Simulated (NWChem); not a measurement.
## Run report: AlH3S, single-point calculation (part 3 of 3)

The same run, continued: AlH3S; B3LYP/6-31G*, RKS (NWChem 7.3.0). A bond length was changed on purpose from its optimised value.

Geometry of the input (Å):
```
Al 1.0226  0.6389  -0.8210
S  2.7678  0.3600  0.4573
H  -1.9817  -0.6501  0.3511
H  1.1976  1.3991  -2.1957
H  3.5984  0.9909  -0.3903
```

What the program printed, continued
```
 Vector   40  Occ=0.000000D+00  E= 1.009296D+00
              MO Center=  1.6D+00,  9.3D-01, -1.1D+00, r^2= 3.9D+00
   Bfn.  Coefficient  Atom+Function         Bfn.  Coefficient  Atom+Function
  ----- ------------  ---------------      ----- ------------  ---------------
    40      1.255785  4 H  s                 39     -1.118927  4 H  s
    28     -0.782101  2 S  s                 29      0.567537  2 S  px
    13      0.523577  1 Al pz                36     -0.470374  2 S  d  2
     7      0.360998  1 Al px                24      0.333419  2 S  s
    15     -0.309117  1 Al d -1              12     -0.281752  1 Al py

 Vector   41  Occ=0.000000D+00  E= 1.090257D+00
              MO Center=  2.5D+00,  7.5D-01, -3.9D-01, r^2= 3.0D+00
   Bfn.  Coefficient  Atom+Function         Bfn.  Coefficient  Atom+Function
  ----- ------------  ---------------      ----- ------------  ---------------
    28      1.339335  2 S  s                 41     -0.848963  5 H  s
    10     -0.829804  1 Al s                 40      0.796449  4 H  s
    39     -0.638419  4 H  s                 31     -0.592156  2 S  pz
    33     -0.551505  2 S  d -1               7     -0.465186  1 Al px
    24     -0.465593  2 S  s                 36      0.385895  2 S  d  2

 Vector   42  Occ=0.000000D+00  E= 1.162040D+00
              MO Center=  2.6D+00,  5.9D-01, -4.2D-02, r^2= 2.1D+00
   Bfn.  Coefficient  Atom+Function         Bfn.  Coefficient  Atom+Function
  ----- ------------  ---------------      ----- ------------  ---------------
    28      1.082452  2 S  s                 35     -0.825943  2 S  d  1
    41      0.710807  5 H  s                 42     -0.680307  5 H  s
     7     -0.527043  1 Al px                17      0.464982  1 Al d  1
     9     -0.447312  1 Al pz                 6     -0.424102  1 Al s
    31     -0.401794  2 S  pz                39     -0.378755  4 H  s

     ---------------------------------------------
      Total Density - Mulliken Population Analysis
     ---------------------------------------------

    Atom       Charge   Shell Charges
 -----------   ------   -------------------------------------------------------
    1 Al  13    12.71   2.00  2.00  5.96  0.97  1.02  0.33  0.32  0.11
    2 S   16    16.23   2.00  2.00  5.97  1.37  3.07  0.51  1.28  0.04
    3 H    1     1.13   0.34  0.79
    4 H    1     1.05   0.48  0.57
    5 H    1     0.88   0.50  0.38

     -------------------------------------------
      Total Density - Lowdin Population Analysis
     -------------------------------------------

    Atom       Charge   Shell Charges
 -----------   ------   -------------------------------------------------------
    1 Al  13    12.83   2.00  1.98  5.88  0.72  1.00  0.46  0.63  0.16
    2 S   16    16.16   2.00  1.99  5.90  1.10  2.79  0.58  1.75  0.05
    3 H    1     1.11   0.38  0.73
    4 H    1     1.03   0.47  0.57
    5 H    1     0.87   0.48  0.39

 center of mass
 --------------
 x =   3.62591590 y =   0.92995635 z =  -0.29838488

 moments of inertia (a.u.)
 ------------------
         114.270499398146           8.786882082295        -113.632023367499
           8.786882082295         328.114919936653          27.819687022277
        -113.632023367499          27.819687022277         239.084426478005

     Multipole analysis of the density
     ---------------------------------

     L   x y z        total         alpha         beta         nuclear
     -   - - -        -----         -----         ----         -------
     0   0 0 0     -0.000000    -16.000000    -16.000000     32.000000

     1   1 0 0      0.964390    -56.580210    -56.580210    114.124811
     1   0 1 0      0.607220    -14.629405    -14.629405     29.866029
     1   0 0 1     -0.745063      4.911581      4.911581    -10.568225

     2   2 0 0    -21.497300   -286.565114   -286.565114    551.632928
     2   1 1 0      1.177893    -54.696031    -54.696031    110.569955
     2   1 0 1     -2.634876     -9.539473     -9.539473     16.444071
     2   0 2 0    -20.547209    -29.451749    -29.451749     38.356289
     2   0 1 1      0.051074     14.082020     14.082020    -28.112965
     2   0 0 2    -21.928243    -41.685515    -41.685515     61.442786

 Task  times  cpu:       10.3s     wall:       10.3s
 Total times  cpu:       10.3s     wall:       10.3s
```

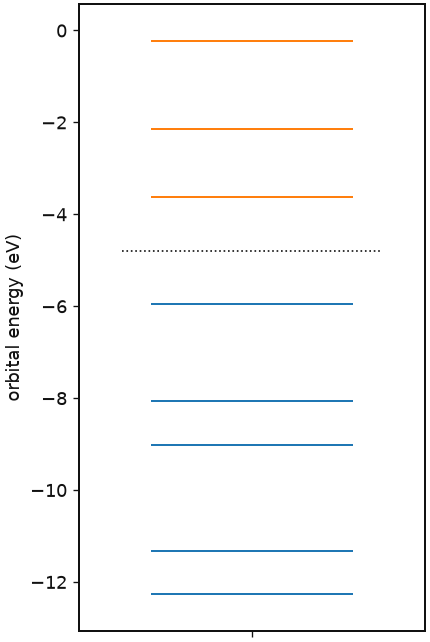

Fig. 1: Orbital energies near the frontier; the dotted line parts filled from empty levels, and levels within 0.02 eV of each other stand side by side. Highest filled −5.96 eV, lowest empty −3.63 eV, 2.33 eV apart.

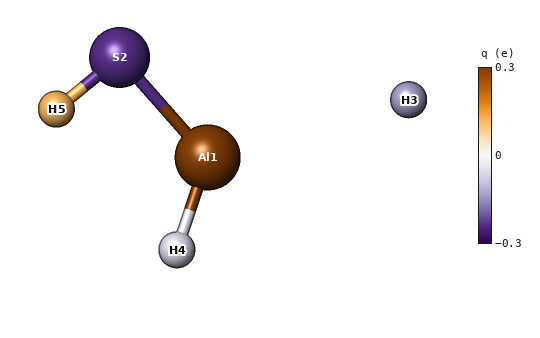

Fig. 2: Mulliken charges, as the colour of each atom (ball-and-stick view, seen at a tilt; atoms are numbered from 1 in the order of the input). By element: Al +0.29, S −0.23 and H −0.13 to +0.12 e.
